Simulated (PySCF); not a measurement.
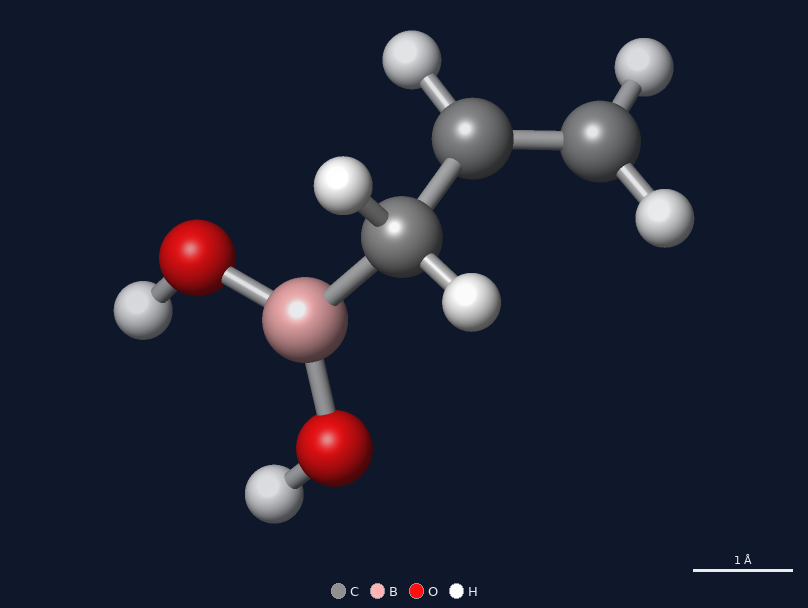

Every bond is drawn as one stick, whatever its order.

Computed geometry: PBE0-D3(BJ)/def2-SVP optimisation. No frequency run is at hand to confirm it as a minimum.

Question: Which formula does it have?

Answer: C3H7BO2, 13 atoms: 3 carbon, 7 hydrogen, 1 boron and 2 oxygen.

Question: Count the bonded pairs by element.

Answer: 5 C–H, 2 C–C, 2 B–O, 2 O–H, 1 C–B.

Question: Does it have rings?

Answer: It has no ring.

Question: What is its SMILES?

Answer: C=CCB(O)O

More results for the same structure follow; atom numbers are the same in all pictures, views and colours differ.

**Shape**

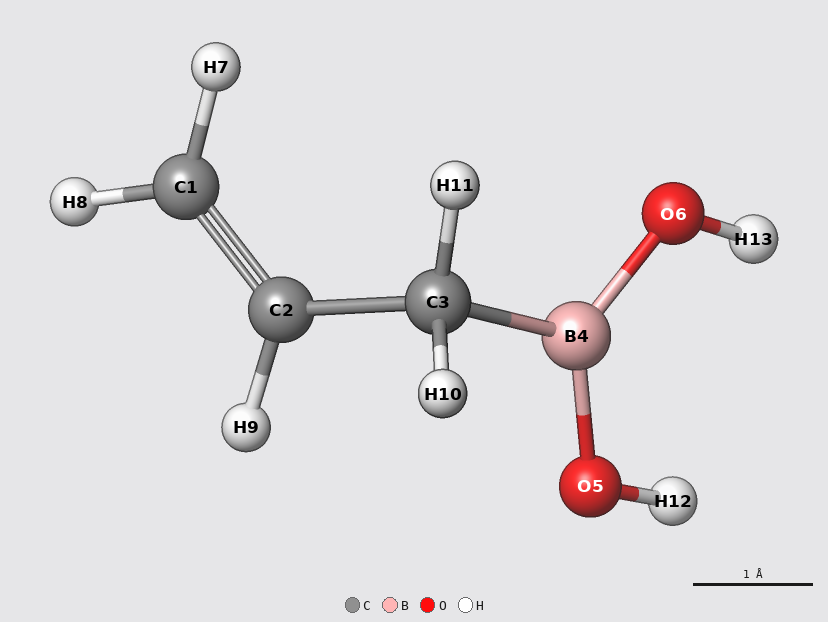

Numbered structure. No frequency run is at hand to confirm it as a minimum.

Question: How are the neighbours of atom 4 arranged?

Answer: B4 has 3 neighbours (C3 at 1.58, O5 at 1.37, O6 at 1.36 Å); the arrangement is trigonal planar.

Question: How are the neighbours of atom 6 arranged?

Answer: O6 has 2 neighbours (B4 at 1.36, H13 at 0.96 Å); the arrangement is bent.

Question: Describe the coordination of atom 3.

Answer: C3 has 4 neighbours (C2 at 1.50, B4 at 1.58, H10 at 1.10, H11 at 1.10 Å); the arrangement is tetrahedral.

Question: Describe the coordination of atom 1.

Answer: C1 has 3 neighbours (C2 at 1.34, H7 at 1.10, H8 at 1.09 Å); the arrangement is trigonal planar.

Question: What is the dihedral angle C2–C3–B4–O5?

Answer: 70° in size, that is gauche.

**Dipole moment**

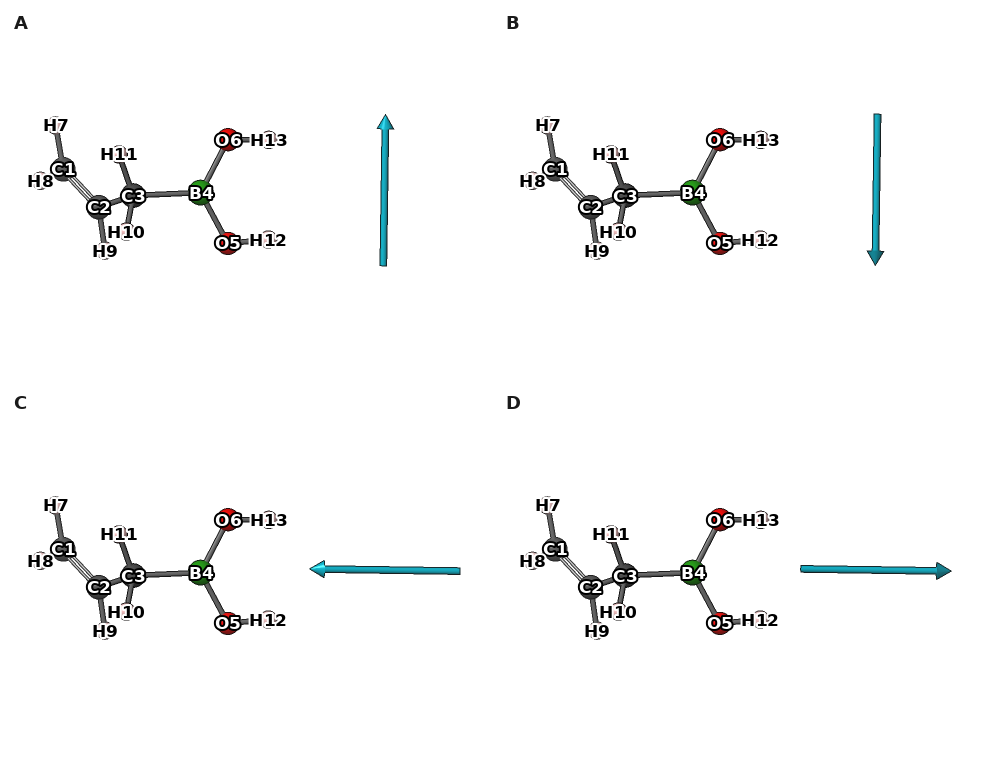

The same molecule four times, each with an arrow. No frequency run is at hand to confirm it as a minimum. Method: KT2/pcSseg-1, gas phase (PySCF 2.14.0).

Question: Which arrow points along the dipole moment, from the negative to the positive end?

Answer: D. The dipole moment is 2.84 D; it points from the side of H8 to the side of H12, H13 (the outermost atoms at the two ends).

**NMR shielding**

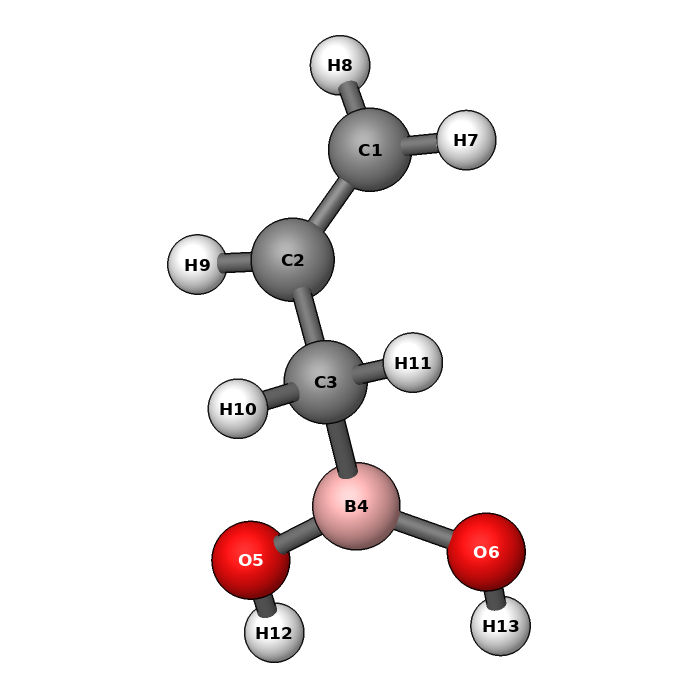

No frequency run is at hand to confirm it as a minimum. Level of theory: GIAO LDA/pcSseg-1 NMR shielding, non-relativistic, gas phase (PySCF 2.14.0). Principal shieldings σ11 ≤ σ22 ≤ σ33, span Ω = σ33 − σ11, skew κ = 3(σiso − σ22)/Ω.

Question: Which C atom has the most anisotropic shielding?

Answer: C2, with a span of 240 ppm.

Give the shielding tensors of the C atoms.

```json
{"atom": "C1", "σ11": "−52.3", "σ22": "75.4", "σ33": "147.0", "σiso": "56.7", "Ω": "199.3", "κ": "−0.28"}
{"atom": "C2", "σ11": "−89.1", "σ22": "29.5", "σ33": "150.7", "σiso": "30.4", "Ω": "239.8", "κ": "0.01"}
{"atom": "C3", "σ11": "132.8", "σ22": "152.8", "σ33": "171.5", "σiso": "152.3", "Ω": "38.7", "κ": "−0.03"}
```

Shieldings and span in ppm.

**Charges**

The questions are on ESP-fitted charges. No frequency run is at hand to confirm it as a minimum. Properties computed with PBE0/STO-3G, gas phase (PySCF 2.14.0).

Question: Which atom carries the highest charge (most positive or least negative)?

Answer: B4 (0.65 e).

Question: And the lowest?

Answer: O6 (−0.55 e).

List the ESP-fitted charges.

```tsv
atom	value (e)
C1	−0.40
C2	0.15
C3	−0.50
B4	0.65
O5	−0.54
O6	−0.55
H7	0.14
H8	0.12
H9	0.03
H10	0.11
H11	0.12
H12	0.33
H13	0.34
```

**Quadrupole coupling**

No frequency run is at hand to confirm it as a minimum. Electric field gradients from the ground-state density, PBE0/6-31G (PySCF 2.14.0), non-relativistic apart from any core potentials.

Give the largest field-gradient component, the quadrupole coupling constant and the asymmetry for 11B at B4 (Q = 40.59 mb), 17O at O5 (Q = −25.6 mb), 17O at O6 (Q = −25.6 mb), 2H at H7 (Q = 2.86 mb), 2H at H8 (Q = 2.86 mb).

```csv
atom,V_zz (a.u.),e²qQ/h (MHz),η
B4,0.265,2.53,0.81
O5,1.402,−8.43,0.27
O6,1.394,−8.38,0.25
H7,0.314,0.211,0.06
H8,0.317,0.213,0.06
```
